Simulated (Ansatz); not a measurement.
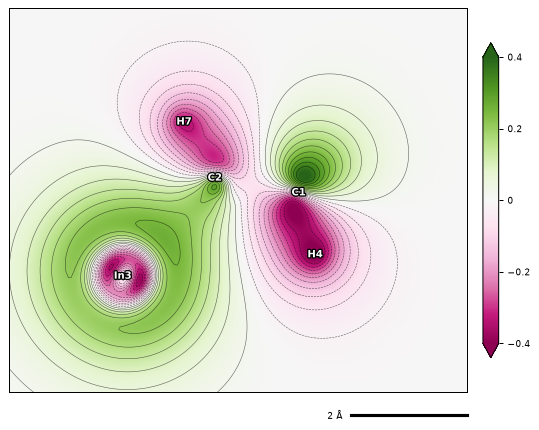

*C$_{2}$H$_{4}$In (SMILES C[CH+][In]) (charge +1, triplet). One frontier orbital on the plane of atoms C2, C1 and H4 (values in Å⁻³ᐟ²; the overall sign is arbitrary).*

Geometry: PBE0-D3(BJ)/def2-SVP; core potentials replace the inner electrons of In.

All numbers below come from Ansatz 0.2.0, isolated molecule in a Gaussian basis; Kohn-Sham density functional theory, functional PBE0.

```yaml
atoms:
  - { symbol: C, position_ang: [-0.5019, -0.3063, 0.2104] }
  - { symbol: C, position_ang: [-0.4965, 0.2357, -1.1478] }
  - { symbol: In, position_ang: [-1.9649, 1.8674, -1.8616] }
  - { symbol: H, position_ang: [-1.2644, 0.1246, 0.8775] }
  - { symbol: H, position_ang: [0.4846, -0.1389, 0.6848] }
  - { symbol: H, position_ang: [-0.6721, -1.4001, 0.1772] }
  - { symbol: H, position_ang: [0.1592, -0.0253, -1.9891] }
```

Which orbital is it: HOMO (β) or LUMO (β)?

The HOMO (β), at −14.52 eV. It lies mainly on In3 (about 60 %), C1 (about 10 %), C2 (about 10 %) and H4 (about 5 %).
